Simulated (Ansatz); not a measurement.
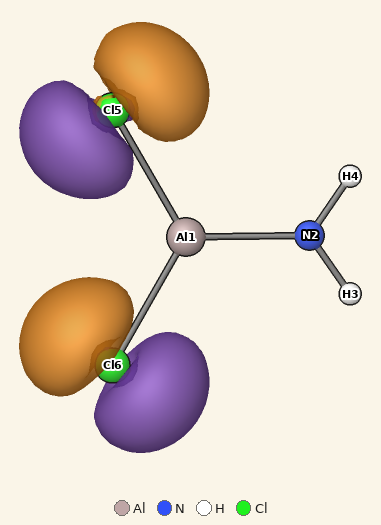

Figure 1: AlCl$_{2}$H$_{2}$N. The HOMO−1 at ±0.15 Å⁻³ᐟ² (orange and purple are the two phases), seen across its widest extent.

These are results of RKS PBE-D4/def2-SVP (Ansatz 0.2.0), not measurements.

```yaml
atoms:
  - { symbol: Al, position_ang: [0.0000, 0.0000, 0.0382] }
  - { symbol: N, position_ang: [0.0000, 0.0000, 1.8035] }
  - { symbol: H, position_ang: [-0.8402, -0.0457, 2.3833] }
  - { symbol: H, position_ang: [0.8402, 0.0457, 2.3833] }
  - { symbol: Cl, position_ang: [1.8229, 0.1006, -1.0091] }
  - { symbol: Cl, position_ang: [-1.8229, -0.1006, -1.0091] }
```

Describe this orbital and give its energy.

Its weight (Hirshfeld) is mainly on Cl5 (about 45 %) and Cl6 (about 45 %); it is symmetric in the molecular plane (an in-plane orbital: σ, lone-pair or in-plane π type); largely a combination of lone pairs on Cl5 and Cl6. Its energy is −7.50 eV.
